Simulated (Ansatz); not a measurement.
# BF₂HS + H₂: a complex and its separated parts

The complex below is one end of an elementary step. How strongly is it bound against its free parts?

The runs use Ansatz 0.2.0, Gaussian basis; PBE0-D4/def2-TZVP structures, single points in def2-TZVPP, no counterpoise correction.

Levels: SPW92, PBE-D4, BLYP-D4, r2SCAN-D4, B97M-V, PBE0-D4, B3LYP-D4, r2SCAN0-D4, BHLYP-D4, CAM-B3LYP-D4, wB97X-V, wB97M-V, B2PLYP, PBE-QIDH, RPA on PBE, Hartree-Fock, MP2, CCSD, CCSD(T).

Correlated methods freeze the cores. B3LYP uses VWN-RPA correlation. B2PLYP carries no dispersion term here.

20 further runs of the same task are left out: 20 set aside as unsound or not needed.

## 1. Where the work starts

The complex: 7 atoms, charge 0, spin multiplicity 1.

Atoms are counted from 1 here; the program's logs count them from 0.

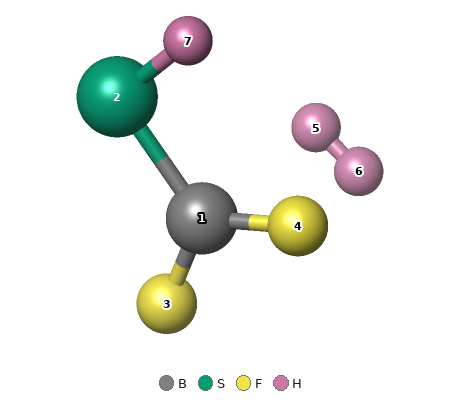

As it starts; boron grey, sulfur teal, fluorine yellow, hydrogen pink; atoms are numbered from 1 in the order of the file.

As a file:

```csv
atom,x (Å),y (Å),z (Å)
B1,-0.5783,0.2428,-0.6754
S2,1.0509,0.6854,-1.3022
F3,-1.1702,-0.8406,-1.1361
F4,-1.2133,0.9667,0.2258
H5,0.7090,-1.4041,1.5499
H6,0.0414,-1.4383,1.8827
H7,1.1604,1.7884,-0.5447
```

Its parts: BF₂HS holds atoms 1, 2, 3, 4, 7; H₂ holds atoms 5, 6. Each part counts its atoms afresh in its own runs.

## 2. Relaxing BF₂HS alone

Contents of relax-a/in.yaml:

```yaml
crystal:
  periodic: [false, false, false]
  atoms:
    - {symbol: B, position_ang: [-0.578284, 0.242753, -0.675390]}
    - {symbol: S, position_ang: [1.050943, 0.685388, -1.302165]}
    - {symbol: F, position_ang: [-1.170178, -0.840594, -1.136109]}
    - {symbol: F, position_ang: [-1.213337, 0.966702, 0.225764]}
    - {symbol: H, position_ang: [1.160351, 1.788353, -0.544669]}
basis:
  gaussian: {orbitals: def2-TZVP}
hamiltonian: {xc: pbe0, dispersion: d4}
relax: {f_tol: 0.005, max_steps: 200}
```

The command line of these runs was not kept.

Log, shortened:

```text
Functional definition: PBE0
  name "PBE0"
  cite "Adamo & Barone, J. Chem. Phys. 110, 6158 (1999) doi:10.1063/1.478522"
  cite "Perdew, Burke & Ernzerhof, Phys. Rev. Lett. 77, 3865 (1996) doi:10.1103/PhysRevLett.77.3865"
  parent pbe
[...]
796 factors; their error is unknown
[...]
mean field -16958.92481948 eV, -623.2289919439 hartree, gradient 3.8e-5 eV, S^2 0.000000; 0 other end points of the search recorded, 0 dependent functions left out
[...]
reference -16958.92484382 eV, -623.2289928383 hartree; 20, 20 occupied and 116, 116 virtual orbitals, 796 factors
relax step   1: F+E_penalty+E_count = -16958.99288857 eV  Δ(F+E_penalty+E_count) = +0.000e0 eV  max|allowed force component| = 3.370e-2 eV/Å  Δτ_max = 0.0000 Å  (25 SCF iters, accepted)
[...]
relax step   3: F+E_penalty+E_count = -16958.99295013 eV  Δ(F+E_penalty+E_count) = -6.156e-5 eV  max|allowed force component| = 1.423e-2 eV/Å  Δτ_max = 0.0025 Å  (29 SCF iters, accepted)
[...]
relax step   4: F+E_penalty+E_count = -16958.99295562 eV  Δ(F+E_penalty+E_count) = -5.488e-6 eV  max|allowed force component| = 1.519e-3 eV/Å  Δτ_max = 0.0011 Å  (22 SCF iters, accepted)
796 factors; their error is unknown
mean field -16958.92488555 eV, -623.2289943718 hartree, gradient 2.1e-5 eV, S^2 0.000000; 1 other end points of the search recorded, 0 dependent functions left out
[...]
reference -16958.92490989 eV, -623.2289952661 hartree; 20, 20 occupied and 116, 116 virtual orbitals, 796 factors
Total energy: -16958.99297996 eV, -623.2314967951 hartree
Atom 0 at    -0.578815     0.244022    -0.677156 Å, force    -0.000814    -0.001037    -0.000289 eV/Å
Atom 1 at     1.051606     0.684378    -1.300823 Å, force    -0.000066     0.001519     0.001287 eV/Å
Atom 2 at    -1.170292    -0.840548    -1.135897 Å, force     0.000176     0.000191    -0.000036 eV/Å
Atom 3 at    -1.212665     0.965837     0.226727 Å, force     0.000449     0.000293     0.000020 eV/Å
Atom 4 at     1.159662     1.788914    -0.545421 Å, force     0.000254    -0.000966    -0.000982 eV/Å
Dipole moment:     0.178469     0.201785     0.045520 e Å
```

Run time: 9 s. Hardware: 2 threads, shared host; peak memory 0.22 GiB.

The steps of the relaxation: (the energy doesn't fall at every step)

```csv
step,energy from step 1 (eV),largest force component (eV/Å)
1,0.0000,0.0337
2,0.0053,0.2548
3,-0.0001,0.0142
4,-0.0001,0.0015
```

Distances of close pairs at the start and the end, largest changes first:

| bond | before (Å) | after (Å) | change (Å) |
| --- | --- | --- | --- |
| B1–S2 | 1.801 | 1.800 | -0.001 |
| B1–F3 | 1.318 | 1.318 | +0.000 |
| B1–F4 | 1.319 | 1.319 | +0.000 |
| S2–H5 | 1.342 | 1.343 | +0.000 |

## 3. Relaxing H₂ alone

Contents of relax-b/in.yaml:

```yaml
crystal:
  periodic: [false, false, false]
  atoms:
    - {symbol: H, position_ang: [0.709033, -1.404127, 1.549873]}
    - {symbol: H, position_ang: [0.041373, -1.438275, 1.882696]}
basis:
  gaussian: {orbitals: def2-TZVP}
hamiltonian: {xc: pbe0, dispersion: d4}
relax: {f_tol: 0.005, max_steps: 200}
```

Log, shortened:

```text
[... 5 set-up lines as earlier in the session ...]
[...]
88 factors; their error is unknown
[...]
mean field -31.78864417 eV, -1.1682111260 hartree, gradient 1.7e-5 eV, S^2 0.000000; 0 other end points of the search recorded, 0 dependent functions left out
[...]
reference -31.78866003 eV, -1.1682117091 hartree; 1, 1 occupied and 11, 11 virtual orbitals, 88 factors
relax step   1: F+E_penalty+E_count = -31.79025093 eV  Δ(F+E_penalty+E_count) = +0.000e0 eV  max|allowed force component| = 2.195e-2 eV/Å  Δτ_max = 0.0000 Å  (15 SCF iters, accepted)
[...]
relax step   2: F+E_penalty+E_count = -31.79025929 eV  Δ(F+E_penalty+E_count) = -8.360e-6 eV  max|allowed force component| = 5.557e-4 eV/Å  Δτ_max = 0.0003 Å  (12 SCF iters, accepted)
88 factors; their error is unknown
[...]
mean field -31.78865275 eV, -1.1682114414 hartree, gradient 4.8e-5 eV, S^2 0.000000; 1 other end points of the search recorded, 0 dependent functions left out
[...]
reference -31.78866861 eV, -1.1682120243 hartree; 1, 1 occupied and 11, 11 virtual orbitals, 88 factors
Total energy: -31.79027516 eV, -1.1682710637 hartree
Atom 0 at     0.708736    -1.404142     1.550021 Å, force    -0.000556    -0.000028     0.000277 eV/Å
Atom 1 at     0.041670    -1.438260     1.882548 Å, force     0.000556     0.000028    -0.000277 eV/Å
Dipole moment:     0.000000     0.000000    -0.000000 e Å
```

Run time: 0.15 s. Hardware: 2 threads, shared host.

Step by step:

| step | energy from step 1 (eV) | largest force component (eV/Å) |
| --- | --- | --- |
| 1 | 0.0000 | 0.0220 |
| 2 | 0.0000 | 0.0006 |

The bond:

```csv
bond,before (Å),after (Å),change (Å)
H1–H2,0.747,0.746,-0.001
```

## 4. wB97M-V/def2-TZVPP

Contents of parta/in.yaml:

```yaml
crystal:
  periodic: [false, false, false]
  atoms:
    - {symbol: B, position_ang: [-0.578815, 0.244022, -0.677156]}
    - {symbol: S, position_ang: [1.051606, 0.684378, -1.300823]}
    - {symbol: F, position_ang: [-1.170292, -0.840548, -1.135897]}
    - {symbol: F, position_ang: [-1.212665, 0.965837, 0.226727]}
    - {symbol: H, position_ang: [1.159662, 1.788914, -0.545421]}
basis:
  gaussian: {orbitals: def2-TZVPP}
hamiltonian: {xc: {name: wB97M-V}}
```

Contents of partb/in.yaml:

```yaml
crystal:
  periodic: [false, false, false]
  atoms:
    - {symbol: H, position_ang: [0.708736, -1.404142, 1.550021]}
    - {symbol: H, position_ang: [0.041670, -1.438260, 1.882548]}
basis:
  gaussian: {orbitals: def2-TZVPP}
hamiltonian: {xc: {name: wB97M-V}}
```

parta printed, shortened:

```text
Functional definition: wB97M-V
  name "wB97M-V"
  cite "Mardirossian & Head-Gordon, J. Chem. Phys. 144, 214110 (2016) doi:10.1063/1.4952647"
  cite "Becke, J. Chem. Phys. 107, 8554 (1997) doi:10.1063/1.475007"
  cite "Vydrov & Van Voorhis, J. Chem. Phys. 133, 244103 (2010) doi:10.1063/1.3521275"
  # Of w^i u^j: cxij and so on, Table III.
[...]
  gx(w, u) = 1 - cx + cx01*u + cx10*w
  gss(w, u) = css00 + css04*u^4 + css10*w + css20*w^2 + css43*w^4*u^3
  gos(w, u) = cos00 + cos10*w + (cos20 + cos21*u)*w^2 + (cos60 + cos61*u)*w^6
[...]
      + integral(e_c_pw_mod_opposite_spin*gos(b97_w_opposite, b97_u_opposite)) + vv10(b, c)
831 factors; their error is unknown
166 factors; integrals over basis functions are off by at most 9.4e-6 eV
[...]
mean field -16966.75110257 eV, -623.5166025424 hartree, gradient 3.4e-5 eV, S^2 0.000000; 0 other end points of the search recorded, 0 dependent functions left out
reference -16966.75114279 eV, -623.5166040206 hartree; 20, 20 occupied and 129, 129 virtual orbitals, 831 factors
Total energy: -16966.75114279 eV, -623.5166040206 hartree
```

partb printed, shortened:

```text
[... 5 set-up lines as earlier in the session ...]
  # Of w^i u^j: cxij and so on, Table III.
[...]
  gx(w, u) = 1 - cx + cx01*u + cx10*w
  gss(w, u) = css00 + css04*u^4 + css10*w + css20*w^2 + css43*w^4*u^3
  gos(w, u) = cos00 + cos10*w + (cos20 + cos21*u)*w^2 + (cos60 + cos61*u)*w^6
[...]
      + integral(e_c_pw_mod_opposite_spin*gos(b97_w_opposite, b97_u_opposite)) + vv10(b, c)
118 factors; their error is unknown
42 factors; integrals over basis functions are off by at most 3.0e-5 eV
[...]
mean field -31.60112252 eV, -1.1613198327 hartree, gradient 7.4e-6 eV, S^2 0.000000; 0 other end points of the search recorded, 0 dependent functions left out
reference -31.60114678 eV, -1.1613207241 hartree; 1, 1 occupied and 27, 27 virtual orbitals, 118 factors
Total energy: -31.60114678 eV, -1.1613207241 hartree
```

Times: 5.5 s (parta), 0.25 s (partb) on 2 threads, shared host; peak memory 0.33 GiB.

## 5. CCSD(T)/def2-TZVPP

The same edit goes into each in.yaml of step 4 (parta, partb):

```diff
-hamiltonian: {xc: {name: wB97M-V}}
+correlation: {method: ccsd_t}
```

parta printed, shortened:

```text
Functional definition: HF
  name "HF"
  cite "Fock, Z. Phys. 61, 126 (1930) doi:10.1007/BF01340294"
[... 1 set-up line as earlier in the session ...]
[...]
934 factors; integrals over basis functions are off by at most 7.9e-4 eV
[...]
mean field -16924.03025054 eV, -621.9466401874 hartree, gradient 5.7e-6 eV, S^2 0.000000; 0 other end points of the search recorded, 0 dependent functions left out
8 core orbitals not correlated: weight in the atoms' cores, before any rotation towards them, 1.000 or more for the frozen orbitals, at most 0.000 for the correlated occupied ones
reference -16924.03025054 eV, -621.9466401874 hartree; 12, 12 occupied and 129, 129 virtual orbitals, 934 factors
second order -20.80474828 eV of doubles, -0.00000000 eV of singles
cycle   1  -20.85189637 eV  change   -4.7e-2 eV  update   9.4e-2
[...]
cycle   9  -21.35918120 eV  change   -1.5e-5 eV  update   1.7e-5
perturbative correction -0.73376600 eV, -0.0269654031 hartree
Total energy: -16946.12319774 eV, -622.7585410219 hartree
```

Output in partb, shortened:

```text
[... 4 set-up lines as earlier in the session ...]
[...]
145 factors; integrals over basis functions are off by at most 7.3e-4 eV
[...]
mean field -30.82772055 eV, -1.1328978344 hartree, gradient 4.2e-7 eV, S^2 0.000000; 0 other end points of the search recorded, 0 dependent functions left out
reference -30.82772055 eV, -1.1328978344 hartree; 1, 1 occupied and 27, 27 virtual orbitals, 145 factors
second order -0.86257119 eV of doubles, -0.00000000 eV of singles
cycle   1  -1.00722357 eV  change   -1.4e-1 eV  update   2.6e-2
[...]
cycle   7  -1.07306777 eV  change    5.6e-7 eV  update   4.1e-7
perturbative correction -0.00000000 eV, -0.0000000000 hartree
Total energy: -31.90078832 eV, -1.1723323476 hartree
```

They took 20 s (parta), 0.1 s (partb) on 2 threads, shared host; peak memory 1 GiB.

## 6. Vibrations of BF₂HS

Contents of vib-parta/in.yaml:

```yaml
crystal:
  periodic: [false, false, false]
  atoms:
    - {symbol: B, position_ang: [-0.578815, 0.244022, -0.677156]}
    - {symbol: S, position_ang: [1.051606, 0.684378, -1.300823]}
    - {symbol: F, position_ang: [-1.170292, -0.840548, -1.135897]}
    - {symbol: F, position_ang: [-1.212665, 0.965837, 0.226727]}
    - {symbol: H, position_ang: [1.159662, 1.788914, -0.545421]}
basis:
  gaussian: {orbitals: def2-TZVP}
hamiltonian: {xc: pbe0, dispersion: d4}
phonons: {temperatures: {t_min: 298.15, t_max: 900, t_step: 200}}
```

Log, shortened:

```text
[... 5 set-up lines as earlier in the session ...]
[...]
796 factors; their error is unknown
[...]
mean field -16958.92488554 eV, -623.2289943716 hartree, gradient 3.8e-5 eV, S^2 0.000000; 0 other end points of the search recorded, 0 dependent functions left out
[...]
reference -16958.92490988 eV, -623.2289952659 hartree; 20, 20 occupied and 116, 116 virtual orbitals, 796 factors
[... from here to the last solve, the lines of the solves are left out (29 solves) ...]
796 factors; their error is unknown
mean field -16958.92486062 eV, -623.2289934556 hartree, gradient 8.5e-7 eV, S^2 0.000000; 0 other end points of the search recorded, 0 dependent functions left out
[...]
reference -16958.92488495 eV, -623.2289943499 hartree; 20, 20 occupied and 116, 116 virtual orbitals, 796 factors
Total energy: -16958.99297995 eV, -623.2314967948 hartree
Atom 0 at    -0.578815     0.244022    -0.677156 Å, force    -0.000814    -0.001044    -0.000288 eV/Å
Atom 1 at     1.051606     0.684378    -1.300823 Å, force    -0.000069     0.001523     0.001291 eV/Å
Atom 2 at    -1.170292    -0.840548    -1.135897 Å, force     0.000179     0.000197    -0.000036 eV/Å
Atom 3 at    -1.212665     0.965837     0.226727 Å, force     0.000449     0.000294     0.000018 eV/Å
Atom 4 at     1.159662     1.788914    -0.545421 Å, force     0.000254    -0.000971    -0.000986 eV/Å
Dipole moment:     0.178469     0.201785     0.045520 e Å
Vibrations: 295.19 368.59 412.11 583.34 682.77 837.16 1257.90 1429.46 2723.96 cm⁻¹, zero-point energy 0.532542 eV
```

Wall time 38 s (2 threads, shared host); peak memory 0.22 GiB.

The modes, with what each moves most:

```csv
mode,wavenumber (cm⁻¹),character
1,295,bend
2,369,torsion
3,412,bend
4,583,out-of-plane bend with torsion
5,683,B–S and B–F stretch
6,837,bend
7,1258,B–F stretch
8,1429,B–F stretch
9,2724,S–H stretch
```

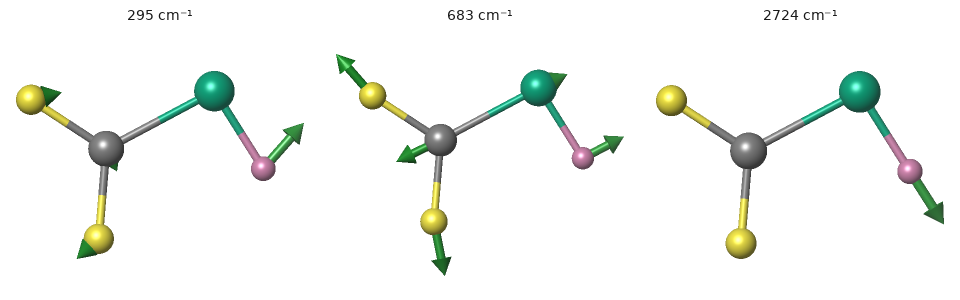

How the atoms move in 3 of the modes.

Vibrational sums (real modes only):

```csv
T (K),entropy (J/mol/K),heat capacity (J/mol/K)
298,18.8,31.2
498,38.7,46.3
698,55.8,54.9
898,70.3,60.2
```

## 7. Vibrations of H₂

Contents of vib-partb/in.yaml:

```yaml
crystal:
  periodic: [false, false, false]
  atoms:
    - {symbol: H, position_ang: [0.708736, -1.404142, 1.550021]}
    - {symbol: H, position_ang: [0.041670, -1.438260, 1.882548]}
basis:
  gaussian: {orbitals: def2-TZVP}
hamiltonian: {xc: pbe0, dispersion: d4}
phonons: {temperatures: {t_min: 298.15, t_max: 900, t_step: 200}}
```

Log, shortened:

```text
[... 5 set-up lines as earlier in the session ...]
[...]
88 factors; their error is unknown
[...]
mean field -31.78865275 eV, -1.1682114414 hartree, gradient 1.7e-5 eV, S^2 0.000000; 0 other end points of the search recorded, 0 dependent functions left out
[...]
reference -31.78866861 eV, -1.1682120243 hartree; 1, 1 occupied and 11, 11 virtual orbitals, 88 factors
[...]
88 factors; their error is unknown
mean field -31.78865274 eV, -1.1682114412 hartree, gradient 4.1e-7 eV, S^2 0.000000; 0 other end points of the search recorded, 0 dependent functions left out
[...]
reference -31.78866861 eV, -1.1682120242 hartree; 1, 1 occupied and 11, 11 virtual orbitals, 88 factors
[...]
88 factors; their error is unknown
[...]
mean field -31.78853811 eV, -1.1682072286 hartree, gradient 2.3e-7 eV, S^2 0.000000; 0 other end points of the search recorded, 0 dependent functions left out
[...]
reference -31.78855399 eV, -1.1682078122 hartree; 1, 1 occupied and 11, 11 virtual orbitals, 88 factors
[...]
88 factors; their error is unknown
mean field -31.78854161 eV, -1.1682073572 hartree, gradient 2.3e-7 eV, S^2 0.000000; 0 other end points of the search recorded, 0 dependent functions left out
[...]
reference -31.78855746 eV, -1.1682079395 hartree; 1, 1 occupied and 11, 11 virtual orbitals, 88 factors
Total energy: -31.79027516 eV, -1.1682710638 hartree
Atom 0 at     0.708736    -1.404142     1.550021 Å, force    -0.000545    -0.000028     0.000271 eV/Å
Atom 1 at     0.041670    -1.438260     1.882548 Å, force     0.000545     0.000028    -0.000271 eV/Å
Dipole moment:     0.000000     0.000000    -0.000000 e Å
Vibrations: 4414.83 cm⁻¹, zero-point energy 0.273685 eV
```

Run time: 0.25 s. Hardware: 2 threads, shared host.

The modes, with what each moves most:

```
mode  wavenumber (cm⁻¹)    character
   1               4415  H–H stretch
```

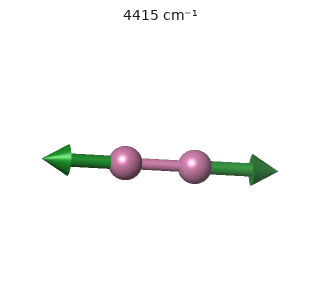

Displacements of 1 modes, as arrows.

Vibrational sums (real modes only):

```
T (K)  entropy (J/mol/K)  heat capacity (J/mol/K)
  298                0.0                      0.0
  498                0.0                      0.0
  698                0.0                      0.1
  898                0.1                      0.4
```

## 8. Complex less separated parts

The complex's own energies come from single points at the same levels. Levels not printed above were run the same way.

Rows are in def2-TZVPP; times add the 3 runs of a level on a shared host, so small differences are noise.

Differences are taken before rounding.

| method | rung | complex less parts (kcal/mol) | from CCSD(T) (kcal/mol) | time |
| --- | --- | --- | --- | --- |
| SPW92 | LDA | -1.32 | -0.83 | 1.8 s |
| PBE-D4 | GGA | -0.80 | -0.32 | 2.8 s |
| BLYP-D4 | GGA | -0.39 | +0.10 | 2.9 s |
| r2SCAN-D4 | meta-GGA | -0.55 | -0.06 | 6.3 s |
| B97M-V | meta-GGA | -0.64 | -0.15 | 13 s |
| PBE0-D4 | hybrid | -0.73 | -0.24 | 3.9 s |
| B3LYP-D4 | hybrid | -0.52 | -0.03 | 3.9 s |
| r2SCAN0-D4 | hybrid | -0.61 | -0.12 | 7.3 s |
| BHLYP-D4 | hybrid | -0.62 | -0.14 | 3.8 s |
| CAM-B3LYP-D4 | range-separated hybrid | -0.63 | -0.15 | 4.4 s |
| wB97X-V | range-separated hybrid | -0.71 | -0.23 | 11 s |
| wB97M-V | range-separated hybrid | -0.67 | -0.18 | 13 s |
| B2PLYP | double hybrid | -0.13 | +0.36 | 6.6 s |
| PBE-QIDH | double hybrid | -0.38 | +0.10 | 6.8 s |
| RPA on PBE | RPA | -0.33 | +0.16 | 6.1 s |
| Hartree-Fock | wavefunction | 0.19 | +0.68 |  |
| MP2 | wavefunction | -0.47 | +0.02 |  |
| CCSD | wavefunction | -0.41 | +0.08 |  |
| CCSD(T) | wavefunction | -0.49 | 0 | 66 s |

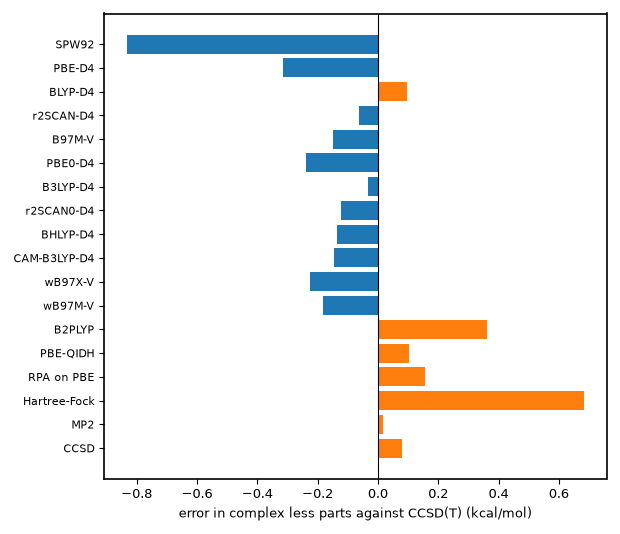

How far each level lands from CCSD(T).

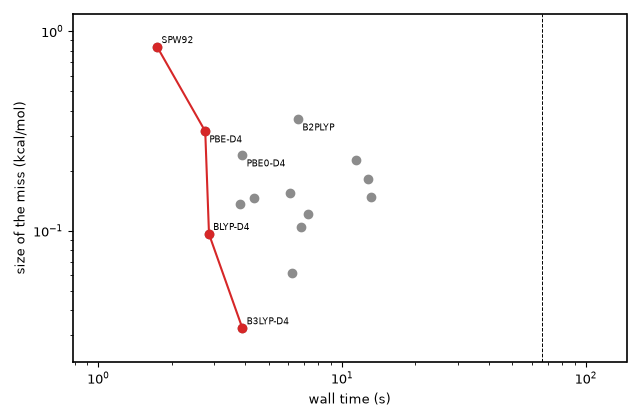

Miss against cost. Red marks the levels that no quicker level drawn beats (of those quicker than the yardstick), and the dashed line is the time of CCSD(T). Only those levels and the largest misses are named. Times are from a shared host.

For cost: B3LYP-D4 gets within 0.03 kcal/mol in 3.9 s, where CCSD(T) took 66 s; the quickest level in the cost chart, SPW92, takes 1.8 s and misses by 0.83 kcal/mol.

The complex's zero-point energy, from a separate PBE0-D4 run, is 0.840 eV.

## 9. Results

```
                              quantity           value
complex less parts, CCSD(T)/def2-TZVPP  -0.49 kcal/mol
                with zero-point energy  +0.28 kcal/mol
                 largest T1 diagnostic           0.013
```

At CCSD(T) the complex lies 0.49 kcal/mol below its parts. Among the functionals B3LYP-D4 lands nearest to CCSD(T) (-0.03 kcal/mol) and SPW92 farthest (-0.83 kcal/mol). By rung, the mean size of the error is: LDA 0.83, GGA 0.21, meta-GGA 0.10, hybrid 0.13, range-separated hybrid 0.19, double hybrid 0.23 kcal/mol. PBE-D4 gives a relative energy 0.32 kcal/mol too low, an error of 65 % of the reference. No counterpoise was applied, and triple zeta lacks some correlation, so the CCSD(T) reference has a basis error of its own, and close matches with it are partly luck.
